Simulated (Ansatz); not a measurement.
**UB2PLYP/STO-3G run of GaH2O (SMILES [O][GaH2])**

Aim: the vertical doublet–quartet gap of GaH2O at UB2PLYP/STO-3G, from 2 runs. 

Program for the calculation: Ansatz 0.2.0.

64 further runs of the same task are left out: 34 that didn't finish, 30 set aside as unsound or not needed.

### 1 The structure to begin with

The species is GaH2O (4 atoms), meant as a doublet with charge 0. SMILES: `[O][GaH2]`. The shape is that of a PBE0-D4/def2-TZVP optimisation.

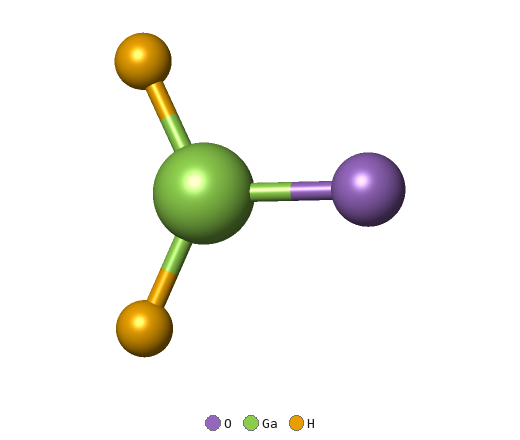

The structure, seen from a chosen angle (oxygen purple, gallium green, hydrogen amber).

### 2 The energy at UB2PLYP/STO-3G

The input, molecule.yaml:

```yaml
crystal:
  periodic: [false, false, false]
  atoms:
    - {symbol: O, position_ang: [-0.885700, -0.494600, 1.322100]}
    - {symbol: Ga, position_ang: [0.078800, 0.019500, -0.100900]}
    - {symbol: H, position_ang: [-0.675200, -0.040800, -1.460300]}
    - {symbol: H, position_ang: [1.537600, 0.455600, 0.218700]}
basis:
  gaussian:
    orbitals: STO-3G
magnetization:
  spin_polarized: true
  initial_magnetization: 1
hamiltonian:
  xc: {name: B2PLYP}
correlation:
  frozen_orbitals: {Ga: 9, H: 0, O: 1}
accuracy: high
```

Launch:

```sh
ansatz run molecule.yaml --threads 1 --pin off --max-ram 2610MiB --events-out events.jsonl --progress --plain --runs-dir runs
```

Output:

```text
Warning: RAYON_NUM_THREADS=1 ignored (pool sized by the plan → 1); use --threads N
Functional definition: B2PLYP
  name "B2PLYP"
  parameter a = 0.53
  parameter c = 0.27
  exchange = (1 - a)*b88_x + a*exact_x
  correlation = (1 - c)*lyp_c + c*(mp2_os + mp2_ss)
360 factors; integrals over basis functions are off by at most 2.3e-8 eV
mean field evaluation 1: about -53578.8612 eV, gradient 2.1e2 eV
mean field evaluation 2: about -53578.9462 eV, gradient 2.1e2 eV
mean field evaluation 4: about -53565.0103 eV, gradient 1.3e2 eV
mean field evaluation 8: about -53797.0287 eV, gradient 1.6e1 eV
mean field evaluation 16: about -53798.5886 eV, gradient 1.1e0 eV
mean field evaluation 32: about -53799.5642 eV, gradient 2.5e-8 eV
mean field evaluation 64: about -53799.5260 eV, gradient 5.6e-1 eV
mean field evaluation 96: about -53770.1367 eV, gradient 5.0e1 eV
mean field evaluation 128: about -53775.6395 eV, gradient 2.4e1 eV
mean field -53799.56421848 eV, -1977.0975183747 hartree, gradient 2.5e-8 eV, S^2 1.336978; 9 other end points of the search recorded, 0 dependent functions left out
10 core orbitals not correlated: weight in the atoms' cores, before any rotation towards them, 0.999 or more for the frozen orbitals, at most 0.000 for the correlated occupied ones
reference -53799.56423432 eV, -1977.0975189569 hartree; 11, 10 occupied and 4, 5 virtual orbitals, 360 factors
second order -3.38594593 eV of doubles, -0.00000000 eV of singles
Total energy: -53800.47843972 eV, -1977.1311153857 hartree
```

Wall time 12 s (1 thread of Arm Neoverse V2, shared host); peak memory 0.14 GiB.

### 3 The quartet, same level

The input, job.yaml:

```yaml
crystal:
  periodic: [false, false, false]
  atoms:
    - {symbol: O, position_ang: [-0.885700, -0.494600, 1.322100]}
    - {symbol: Ga, position_ang: [0.078800, 0.019500, -0.100900]}
    - {symbol: H, position_ang: [-0.675200, -0.040800, -1.460300]}
    - {symbol: H, position_ang: [1.537600, 0.455600, 0.218700]}
basis:
  gaussian: {orbitals: STO-3G}
magnetization: {spin_polarized: true, initial_magnetization: 3}
hamiltonian: {xc: {name: B2PLYP}}
correlation: {frozen_orbitals: {Ga: 9, H: 0, O: 1}}
accuracy: high
```

Launch:

```sh
ansatz run job.yaml --threads 1 --pin off --max-ram 2610MiB --events-out events.jsonl --progress --plain --runs-dir runs
```

Output, cut to the lines that bear on the results:

```text
Warning: RAYON_NUM_THREADS=1 ignored (pool sized by the plan → 1); use --threads N
[... 2 set-up lines as earlier in the session ...]
[...]
360 factors; integrals over basis functions are off by at most 2.3e-8 eV
[...]
mean field -53798.63095181 eV, -1977.0632214574 hartree, gradient 3.0e-8 eV, S^2 3.754800; 19 other end points of the search recorded, 0 dependent functions left out
10 core orbitals not correlated: weight in the atoms' cores, before any rotation towards them, 0.999 or more for the frozen orbitals, at most 0.000 for the correlated occupied ones
reference -53798.63096785 eV, -1977.0632220466 hartree; 12, 9 occupied and 3, 6 virtual orbitals, 360 factors
second order -2.04261027 eV of doubles, -0.00000000 eV of singles
Total energy: -53799.18247262 eV, -1977.0834894732 hartree
```

It took 63 s on 1 thread of Arm Neoverse V2, shared host; peak memory 0.14 GiB.

### 4 Results

Level: UB2PLYP/STO-3G, 10 core orbitals frozen.

| quantity | value |
| --- | --- |
| doublet: total energy | -1977.13112 Eh |
| doublet: ⟨S²⟩ | 1.337 |
| quartet: total energy | -1977.08349 Eh |
| quartet: ⟨S²⟩ | 3.755 |
| vertical energy of the quartet above the doublet | 1.296 eV |

What this shows: At this shape the quartet lies 1.30 eV (30 kcal/mol) above the doublet. In a minimal basis such a difference can be off by several eV, whatever the method. ⟨S²⟩ (doublet) is 1.34 where a pure doublet has 0.75: the reference is spin-contaminated.
